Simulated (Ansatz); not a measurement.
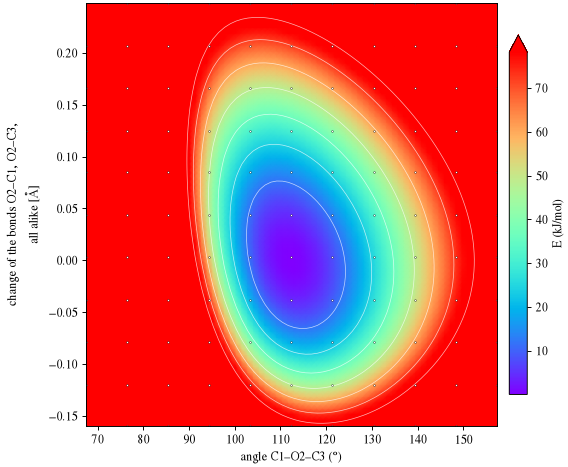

C₂H₄NO, SMILES COC=[N-], charge −1. Coordinates scanned: (1) angle C1–O2–C3; (2) change of the bonds O2–C1, O2–C3, all alike. Nothing is relaxed (all other coordinates rigid). Grid: 11 × 11 points. Points are written as (first, second). All energies are given in kJ/mol relative to the lowest grid point. The calculation used RKS CAM-B3LYP-D4/def2-SVPD (Ansatz 0.2.0).

The picture shows a smooth colour map with a few white contour lines, dots at the grid points, one colour for all values above the top of the scale. Between grid points the surface is interpolated.

Where is the minimum, and how stiff is the well along each coordinate?

Answer. The interpolated minimum is at angle C1–O2–C3 ≈ 112.3°, the second coordinate ≈ 0.000 Å. The curvatures there are about 7.5 eV/rad² and 53 eV/Å², with a cross term of about 4.8 eV/(rad·Å). Round the minimum the valley is somewhat tilted: raising angle C1–O2–C3 shifts the best value of the second coordinate downwards (coupling k₁₂/√(k₁₁k₂₂) about 0.2). (1 eV is 96.5 kJ/mol.)
